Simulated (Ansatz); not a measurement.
```xyz
4

N    -0.8202   -2.6352    0.2621
O    -2.8770   -0.8237    1.0700
O    -0.1257   -3.3559   -0.4578
Si   -2.3660   -1.5431   -0.2361
```

Geometry: B3LYP-D3(BJ)/def2-SVPD.

Computed with Ansatz, isolated molecule in a Gaussian basis; Kohn-Sham density functional theory, functional PBE0.

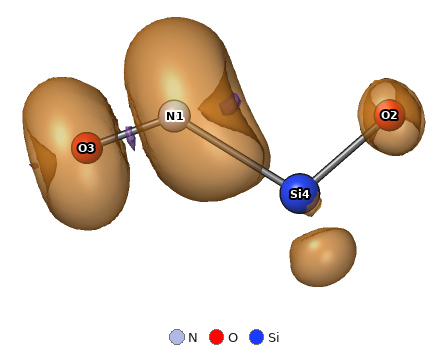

NO2Si (SMILES O=[Si]=N[O-]) (charge −1, triplet). Isosurfaces of the spin density (α minus β) at +0.03 (orange) and −0.03 e/Å³ (purple), seen across its widest extent.

### Which atoms carry the spin?

The unpaired spin (2 electrons) lies mostly on N1 (about 1.0), O3 (about 0.7), Si4 (about 0.3) and O2 (about 0.1), in electrons by Hirshfeld's partition.
